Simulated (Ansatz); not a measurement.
System: a (001) slab cut from La (P6_3/mmc), 8 atoms in the cell. Starting structure of the relaxation:

```cif
data_structure
_symmetry_space_group_name_H-M 'P 1'
_symmetry_Int_Tables_number 1
_cell_length_a 3.7688
_cell_length_b 3.7688
_cell_length_c 38.1348
_cell_angle_alpha 90.000
_cell_angle_beta 90.000
_cell_angle_gamma 120.000
_cell_volume 469.09
loop_
_atom_site_label
_atom_site_type_symbol
_atom_site_fract_x
_atom_site_fract_y
_atom_site_fract_z
_atom_site_occupancy
La1 La 0.33333 0.66667 0.22289 1
La2 La 0.00000 0.00000 0.30207 1
La3 La 0.66667 0.33333 0.38124 1
La4 La 0.00000 0.00000 0.46041 1
La5 La 0.33333 0.66667 0.53959 1
La6 La 0.00000 0.00000 0.61876 1
La7 La 0.66667 0.33333 0.69793 1
La8 La 0.00000 0.00000 0.77711 1
```

Method: DFT PBE, scalar-relativistic, plane waves, PAW, no spin polarisation, 9×9×1 k mesh (Ansatz 0.2.0).

What does the potential across the slab give for the work function?

The work function is 3.15 eV at the right face and 3.08 eV at the left. The vacuum levels differ by 0.07 eV, so the slab carries a dipole along its normal. Some atoms were held fixed in the relaxation, which can itself make the faces differ. The outermost atoms are 21.1 Å apart, which leaves 17.1 Å of vacuum in a cell 38.1 Å high.

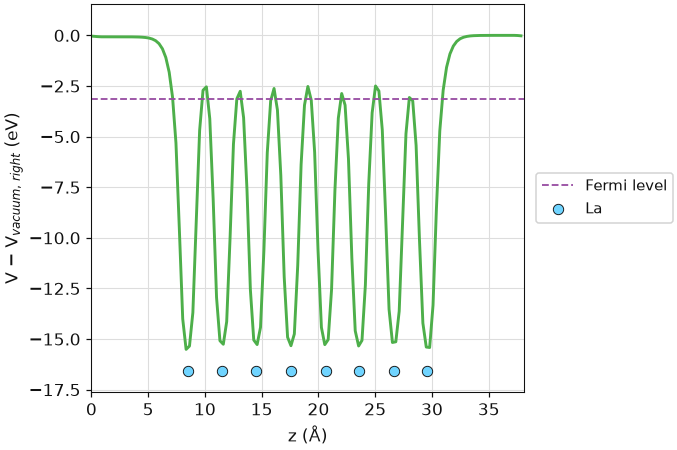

Plane-averaged electrostatic potential energy of an electron across the slab; circles at the bottom mark the heights of the atoms (positions after relaxation).
